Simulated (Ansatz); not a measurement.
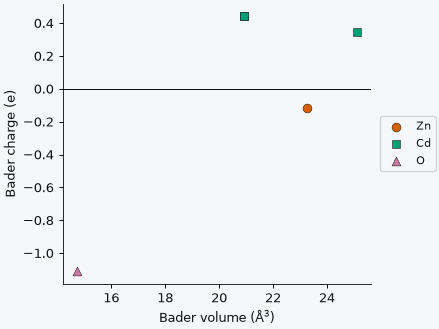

Bader charges of the atoms (positive: electrons lost), against the volumes of their basins. System: ZnCd₃O, space group P4mm, 5 atoms in the cell. Level of theory: DFT PBE, scalar-relativistic, plane waves, PAW, no spin polarisation, 10×10×8 k mesh, Gaussian smearing of 0.1 eV; code Ansatz 0.2.0.

The Bader charges are Cd from +0.35 to +0.44 e, Zn −0.12 e and O −1.11 e. Summed over the cell, Cd gives up most (1.2 e) and O takes most (1.1 e). Zn has the largest basins, 23.3 Å³ on average, and O the smallest, 14.7 Å³.

The structure is an invented one, so it need not be a known or stable phase.
